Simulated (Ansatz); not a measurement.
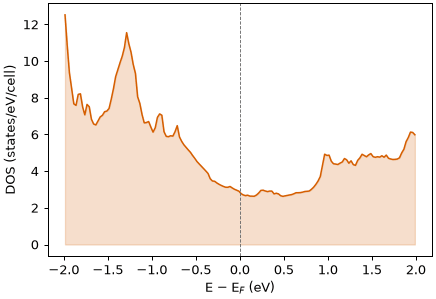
Density of states of Nb$_{3}$B$_{2}$ (P4/mbm) near the Fermi level, PBEsol, rigid bands (Ansatz, a quantum-chemistry and plane-wave program).

Problem. With 10 atoms a cell, what bare Sommerfeld coefficient γ = (π²/3) k_B² N(E_F) follows?

Solution. N(E_F) ≈ 2.9 states/eV a cell at 300 K, so γ ≈ 0.67 mJ/(mol of atoms·K²), before electron-phonon enhancement.

Problem. How far does the Fermi level move in a rigid band for 0.1 electron a cell added or removed?

Solution. 36 meV and -35 meV.

A metal at this level (no band gap); rigid bands, thermally averaged at 300 K, both spins. Spin-orbit coupling is left out. Geometry: cell and atoms relaxed with PBEsol.

Computed structure, not matched to a measured one here, so possibly hypothetical: Nb3B2 (P4/mbm).
